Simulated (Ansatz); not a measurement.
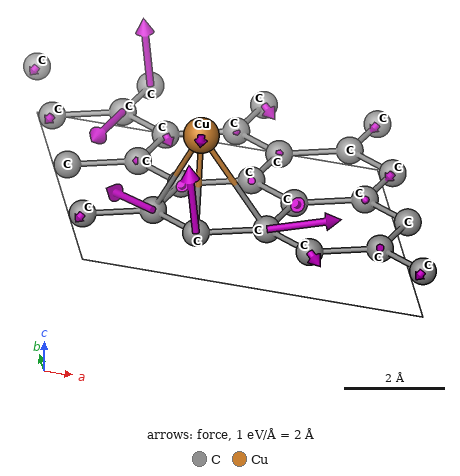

Starting geometry of a slab of composition CuC$_{18}$ with the computed forces as purple arrows. A ball-and-stick model of the cell of the calculation, outlined in the plane, without the vacuum, seen from a free direction.

It is Cu on graphene monolayer, set down by a guess. The run prepares an end point of a later path (adatom hop) calculation, from a guessed geometry.

Method: Ansatz, DFT PBE, scalar-relativistic, plane waves, PAW.

Input file:
```yaml
crystal:
  lattice:
    - [7.398, 0.0, 0.0]
    - [-3.699, 6.406856, 0.0]
    - [0.0, 0.0, 13.0]
  atoms:
    - { symbol: C, position: [0.0, 0.0, 0.0769231] }
    - { symbol: C, position: [0.2222222, 0.1111111, 0.0769231] }
    - { symbol: C, position: [0.0, 0.3333333, 0.0769231] }
    - { symbol: C, position: [0.2222222, 0.4444444, 0.0769231] }
    - { symbol: C, position: [0.0, 0.6666667, 0.0769231] }
    - { symbol: C, position: [0.2222222, 0.7777778, 0.0769231] }
    - { symbol: C, position: [0.3333333, 0.0, 0.0769231] }
    - { symbol: C, position: [0.5555556, 0.1111111, 0.0769231] }
    - { symbol: C, position: [0.3333333, 0.3333333, 0.0769231] }
    - { symbol: C, position: [0.5555556, 0.4444444, 0.0769231] }
    - { symbol: C, position: [0.3333333, 0.6666667, 0.0769231] }
    - { symbol: C, position: [0.5555556, 0.7777778, 0.0769231] }
    - { symbol: C, position: [0.6666667, 0.0, 0.0769231] }
    - { symbol: C, position: [0.8888889, 0.1111111, 0.0769231] }
    - { symbol: C, position: [0.6666667, 0.3333333, 0.0769231] }
    - { symbol: C, position: [0.8888889, 0.4444444, 0.0769231] }
    - { symbol: C, position: [0.6666667, 0.6666667, 0.0769231] }
    - { symbol: C, position: [0.8888889, 0.7777778, 0.0769231] }
    - { symbol: Cu, position: [0.3502885, 0.0088466, 0.24], spin: 1.0 }
magnetization:
  spin_polarized: true
basis:
  ecutwfc: 420.0
kpoints:
  mp_grid: { grid: [2, 2, 1] }
hamiltonian:
  xc: pbe
scf:
  occupations: { method: gaussian, width: 0.05 }
  lower_state_search: "off"
relax:
  f_tol: 0.03
  max_steps: 60
  adjacent_minimum: "off"
```

Run as
```bash
ansatz run input.yaml --threads 2 --pin off --max-ram 5120MiB --backend cpu --events-out ev --progress --plain --runs-dir out
```

**What follows when this structure is relaxed?**

It isn't relaxed: the largest force vector, on C atoms, is 0.77 eV/Å. The final displacements follow the starting forces only in part (cosine between the two patterns 0.52). C7 moves most relative to the layer's centre: 0.12 Å along the normal (+c). By element the largest moves are C 0.12 Å, Cu 0.04 Å. The cell doesn't change. Among the contacts that change: C7–Cu19 2.123 → 2.049 Å, C2–Cu19 2.585 → 2.605 Å, C6–Cu19 2.587 → 2.607 Å, C8–Cu19 2.495 → 2.512 Å. Among the angles between lasting bonds that change: C2–C7–Cu19 91.4° → 95.0°, C6–C7–Cu19 91.5° → 95.1°, C8–C7–Cu19 87.1° → 90.3°. Over 3 geometry steps the energy falls by 65.4 meV per cell of the calculation. The largest force component goes from 0.77 to 0.012 eV/Å. Cost: 80 s on 2 threads of Arm Neoverse V1, with other jobs on the host, peak memory 1 GiB.

Limits of the set-up: the periodic images lie only 7.4 Å apart, so the values are limited by the cell's size.
